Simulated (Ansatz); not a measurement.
# Au wire along [110], 17 atoms a period: bands along the axis, part 2 of 2

Wanted: the relaxed geometry and the bands of the Au wire along [110], 17 atoms a period.

Ansatz 0.2.0; DFT PBE, plane waves, PAW; relaxation of a wire's period; PAW set soft_1 (the session's first sound run).

So far: The starting structure; Relaxing the period.

## Step 2: Relaxing the period (continued)

The steps of the relaxation:

```csv
step,energy less that of the first step (eV),largest force component (eV/Å),pressure (GPa),volume (Å³)
1,0.0000,0.4751,-2.48,694.94
2,-0.4872,0.4557,1.87,661.19
3,-0.7004,0.1557,-0.02,664.52
4,-0.7487,0.0659,-0.02,660.17
5,-0.7494,0.0664,0.00,659.18
6,-0.7533,0.0165,0.05,658.15
7,-0.7542,0.0044,0.03,658.75
8*,-0.7485,0.0046,0.02,658.75
```

Relaxation steps marked * repeat the geometry before them on a plane-wave basis chosen anew for their cell, so energy and pressure can jump there.

The run keeps the 8 symmetry operations that it works with, so distortions that break them were not tested.

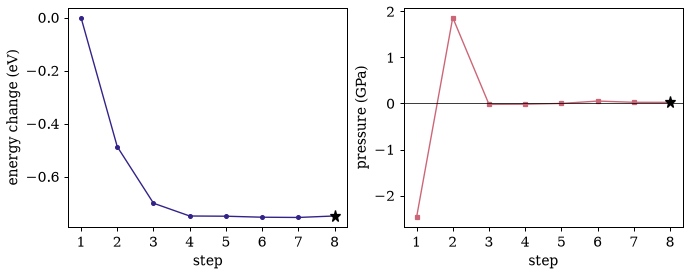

Energy and pressure along the relaxation. Stars mark steps on a basis chosen anew.

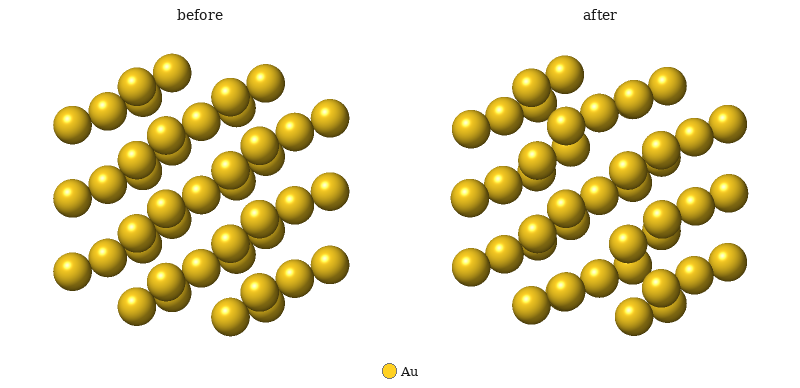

The structure before and after the relaxation, drawn at the same scale.

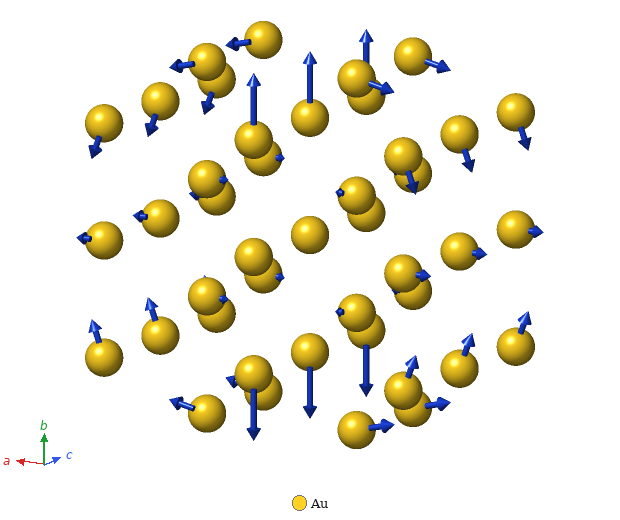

Displacements in the relaxation, exaggerated, measured against the changing cell; the longest in the cell stands for 0.38 Å. 1×1×2 cells are drawn. Some periodic images of atoms are drawn too.

```csv
cell as run,before,after,change
c (Å),2.942,2.788,-5.2 %
```

The atoms that moved most (Å, along periodic axes as changes of fractional coordinates times the final cell, across vacuum about the mean position):

```
atom      dx      dy     dz  length
Au16   0.000  -0.379  0.000   0.379
 Au3   0.000   0.379  0.000   0.379
Au11   0.201   0.047  0.000   0.207
 Au7  -0.201   0.047  0.000   0.207
Au14   0.201  -0.047  0.000   0.207
Au10  -0.201  -0.047  0.000   0.207
 Au1  -0.063  -0.170  0.000   0.181
 Au5   0.063  -0.170  0.000   0.181
```

Numbers from this step:

| Quantity | Value |
| --- | --- |
| energy at zero smearing | -223564.6221 eV |
| cell length along the wire | 2.788 Å |

The cell's length comes to 2.788 Å with spin left out.

## Step 3: The perfect wire

This step: DFT PBE, plane waves, PAW; bands of a perfect wire; PAW set soft_1 (Ansatz 0.2.0).

At the relaxed period the bands are computed along the axis; those that cross an energy going forward count the channels that a perfect wire would open there.

The input, input.yaml:

```yaml
crystal:
  lattice:
    - [15.12, 0.0, 0.0]
    - [0.0, 15.625, 0.0]
    - [0.0, 0.0, 2.7883654962]
  atoms:
    - { symbol: Au, position: [0.220684452, 0.677410476, 0.0] }
    - { symbol: Au, position: [0.21724761, 0.5, 0.0] }
    - { symbol: Au, position: [0.5, 0.712499, 0.0] }
    - { symbol: Au, position: [0.5, 0.5, 0.0] }
    - { symbol: Au, position: [0.779315548, 0.677410476, 0.0] }
    - { symbol: Au, position: [0.78275239, 0.5, 0.0] }
    - { symbol: Au, position: [0.349127846, 0.220632246, 0.5] }
    - { symbol: Au, position: [0.366685796, 0.405640134, 0.5] }
    - { symbol: Au, position: [0.366685796, 0.594359866, 0.5] }
    - { symbol: Au, position: [0.349127846, 0.779367754, 0.5] }
    - { symbol: Au, position: [0.650872154, 0.220632246, 0.5] }
    - { symbol: Au, position: [0.633314204, 0.405640134, 0.5] }
    - { symbol: Au, position: [0.633314204, 0.594359866, 0.5] }
    - { symbol: Au, position: [0.650872154, 0.779367754, 0.5] }
    - { symbol: Au, position: [0.220684452, 0.322589524, 0.0] }
    - { symbol: Au, position: [0.5, 0.287501, 0.0] }
    - { symbol: Au, position: [0.779315548, 0.322589524, 0.0] }
kpoints:
  mp_grid: { grid: [1, 1, 29] }
  band_path: { path: ["Γ", Z], npoints: 90 }
scf:
  occupations: { method: fermi_dirac, width: 0.05 }
hamiltonian:
  xc: pbe
  pseudopotentials: { kind: paw, azcp: { folder: soft_1 } }
output:
  dos: { e_range: [-5, 4] }
  write_potential: true
  write_density: true
  volumetric_format: npy
```

On the command line:

```sh
$ ansatz run input.yaml --threads 4 --pin off --max-ram 16384MiB --backend cpu --events-out ev --progress --plain --runs-dir out
```

Numbers of over 12 decimals in the logs are rounded to 6 here.

What it wrote:

```text
[...]
Crystal: 17 atoms, lattice volume = 658.751 Å³
Basis set: ecut = 420 eV, 12935 PW (Γ)
Bands: 194, of which v1, the nominal top of the filled ones, is band 162 counted from 1 (161 counted from 0)
Symmetry: 8 space group operations
[...]
k-points: 15 of 29
[...]
SCF iter   1: F=—  HF=-223568.335970 eV  |F-HF|=—  |Δ(HF+E_count)|=         —  Δρ=4.19e-2  dr2=1.42e1  ethr=3.10e-3  ⟨swp⟩=6.3  Hψ=11129  notcnv=0  defer=67
[...]
SCF iter  10: F=-223564.652302 eV  HF=-223564.652302 eV  |F-HF|=1.54e-8  |Δ(HF+E_count)|=   2.17e-8  Δρ=2.66e-6  dr2=6.17e-8  ethr=3.10e-11  ⟨swp⟩=11.3  Hψ=12618  notcnv=0
SCF 1 converged in 10 iterations: F = -223564.652302 eV  dr2 = 6.17e-8
[...]
NSCF: frozen V_eff on 91 k-points
WARN: The output density's exchange-correlation potential varies sharply where the density is thin. Do not read a vacuum level from v_tot or v_xc, or from such a field of the output density. On a cell that repeats whose density bears no net charge and no dipole along the vacuum's axis use v_es (v_loc + v_h of the components); under efield.dipole_correction with no amplitude use v_es + v_field, which holds any externa [...]
SCF converged after 10 iterations
Free energy (F): -223564.652302 eV
[...]
Internal energy: -223564.611378 eV  (E = F + TS)
E sigma→0 (E₀):  -223564.631840 eV
Entropy (-TS):   -0.040925 eV (-2.407 meV/atom)
Fermi energy:    6.084708 eV
[...]
--- Band table (eV; the first three rows and the last of 15) ---
  k-point 0: bands = [... 158 lower, 4.4859, 4.5592, 4.5880, 4.6442, 5.0507, 5.1168, 5.1689, 6.0194, ... 28 higher]
  k-point 1: bands = [... 158 lower, 4.4475, 4.5365, 4.6209, 4.6410, 5.0830, 5.1545, 5.2599, 6.0728, ... 28 higher]
  k-point 2: bands = [... 158 lower, 4.4268, 4.5274, 4.5671, 4.7930, 5.1675, 5.2564, 5.4614, 6.2152, ... 28 higher]
  k-point 14: bands = [... 158 lower, 7.3541, 7.4974, 7.5465, 7.7441, 8.3822, 8.4861, 8.5347, 8.6663, ... 28 higher]
```

Wall time 3.4 min (4 threads of Arm Neoverse V1, shared host); peak memory 5.8 GiB; 14 min of CPU time.

This step gave:

```
energy at zero smearing : -223564.6318 eV
band gap                : 0 eV
```

Electronic bands along the path, in eV, zero at the Fermi level; # counts the bands kept:

| point | #61 | #62 | #63 | #64 | #65 | #66 | #67 | #68 |
| --- | --- | --- | --- | --- | --- | --- | --- | --- |
| Γ | -1.60 | -1.53 | -1.50 | -1.44 | -1.03 | -0.97 | -0.92 | -0.07 |
| Z | 1.23 | 1.28 | 1.70 | 1.72 | 1.99 | 2.16 | 2.61 | 2.73 |

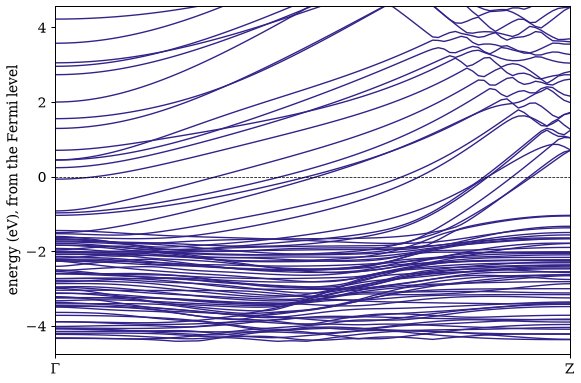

Electronic bands along the path.

Between Γ and Z the bands cross the Fermi level 13 times, so a perfect wire would conduct at least 13 G₀, with spin left out.

## Step 4: Summary of results

```json
{
  "cell length, PBE": "2.788 Å",
  "ballistic conductance by band crossings, a lower bound, PBE": "13 G₀"
}
```

What this shows: Under PBE the cell's length is 2.79 Å, and the bands cross the Fermi level 13 times between Γ and Z, which gives a perfect wire at least 13 G₀ (opposite crossings within one step of the path cancel in such a count). Spin-orbit coupling is left out, which matters for the bands of heavy atoms.

[Logs are printed without paths, hosts, clocks, repeated set-up lines and the standing remarks that a program may print on its own settings, such as how far it seeks lower states.]

[Hosts, paths, dates, database ids (printed as entryN), source tags and the programs' standing remarks are cut or masked in the printed files.]
